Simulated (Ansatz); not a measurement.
# CH3BSi: what the fields show

The calculation's input:

```
crystal:
  periodic: [false, false, false]
  atoms:
    - {symbol: B, position_ang: [-0.893924, 0.142161, -0.350896]}
    - {symbol: C, position_ang: [0.415766, 0.052512, -0.671818]}
    - {symbol: Si, position_ang: [-0.040954, 0.230314, 1.270727]}
    - {symbol: H, position_ang: [0.207658, -0.915598, 2.185895]}
    - {symbol: H, position_ang: [1.384084, -0.031671, -1.132778]}
    - {symbol: H, position_ang: [0.324553, 1.477417, 1.994324]}
basis:
  gaussian: {orbitals: def2-TZVPP}
hamiltonian: {xc: pbe0, dispersion: d4}
output: {orbitals: {seedname: orbitals}}
```

Run with:

```sh
ansatz run in.yaml --threads 2 --pin off --events-out ev --progress --plain --max-ram 4352MiB
```

Geometry: PBE0-D4/def2-TZVP.

These are results of RKS PBE0-D4/def2-TZVPP in Ansatz 0.2.0, not measurements.

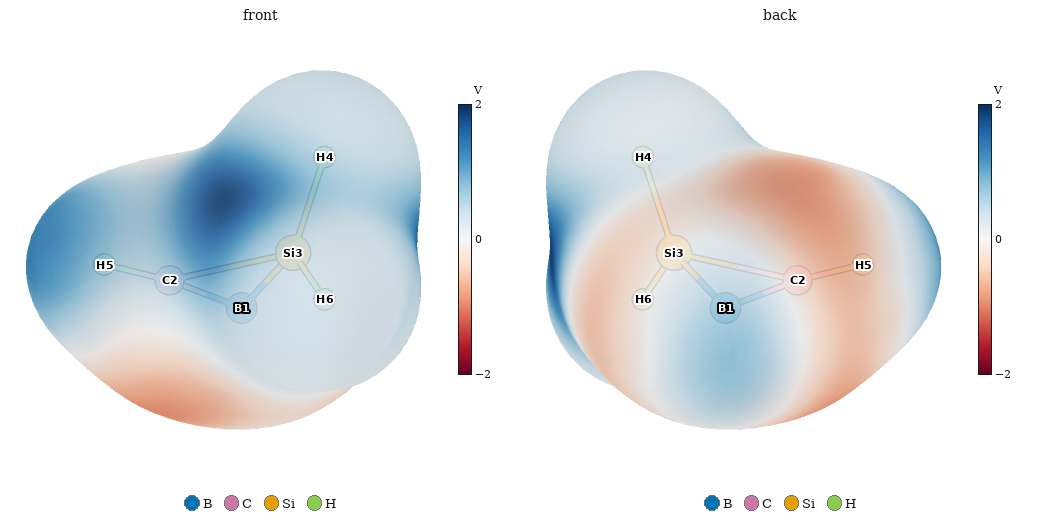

Figure 1. The electrostatic potential painted on the density surface at 0.002 e/bohr³, seen from the front and from behind; the colour scale runs from red (negative) to blue (positive).

### Describe the electrostatic potential map.

The most negative region (about −0.9 V, or −21 kcal/mol for a unit charge) lies over C2, the most positive (about +1.8 V, or +42 kcal/mol for a unit charge) over Si3.

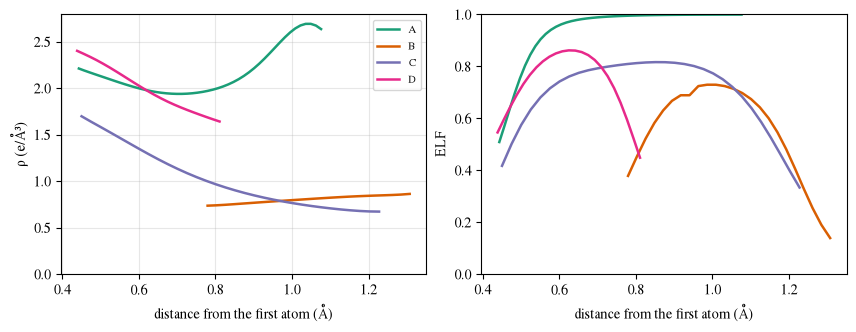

Figure 2. Electron density and electron localisation function along straight lines between neighbouring atoms. The curves leave out the atomic cores.

### Which curve belongs to which contact (C–B, C–H, C–Si and Si–B)? The first atom named is at distance zero.

Curve A: C–H (1.08 Å): ρ at the midpoint is about 2.1 e/Å³; the ELF climbs to about 1 towards the hydrogen, as it does in any bond to H (an ordinary covalent bond to hydrogen). Curve B: Si–B (1.83 Å): ρ at the midpoint is about 0.77 e/Å³; the ELF peaks at about 0.75 between the atoms. Curve C: C–Si (2.00 Å): ρ is about 0.76 e/Å³ halfway; the ELF peaks at about 0.80 between the atoms, as expected for a shared electron pair. Curve D: C–B (1.35 Å): the density is about 1.9 e/Å³ at the midpoint; the ELF peaks at about 0.85 between the atoms; localised, covalent bonding.

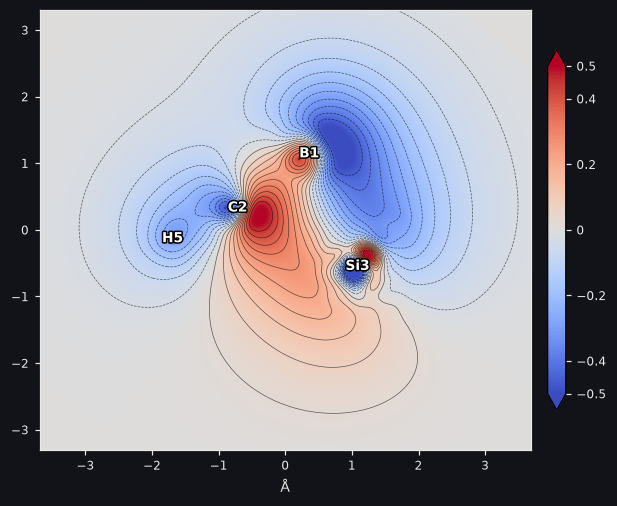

Figure 3. The HOMO−1 on the plane of atoms C2, B1 and Si3 (values in Å⁻³ᐟ²; the overall sign is arbitrary).

### Where does this orbital lie, and at what energy?

It lies mainly on B1 (about 45 %), Si3 (about 30 %) and C2 (about 15 %). Its energy is −8.01 eV.
